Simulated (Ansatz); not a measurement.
# Response to strain in InSb

The parent structure is InSb in the zinc blende structure (space group F-43m, No. 216; a = 6.556 Å).

Strains are applied to the cell and any free atomic positions relax.

Computed with r2SCAN (Ansatz, a quantum-chemistry and plane-wave program, PAW, without spin-orbit coupling).

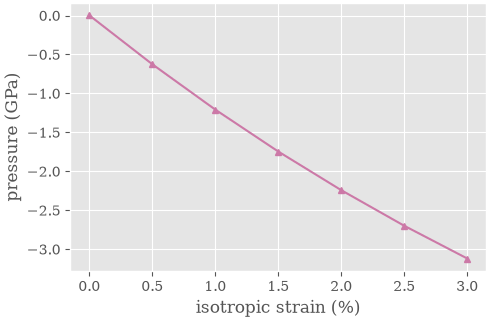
Fig. 1. Pressure against isotropic strain

| isotropic strain (%) | pressure |
|---|---|
| 0.5 | -0.6 GPa |
| 1 | -1.2 GPa |
| 1.5 | -1.7 GPa |
| 2 | -2.2 GPa |
| 2.5 | -2.7 GPa |
| 3 | -3.1 GPa |

Stability against distortions was not tested. All final runs are without spin polarisation.
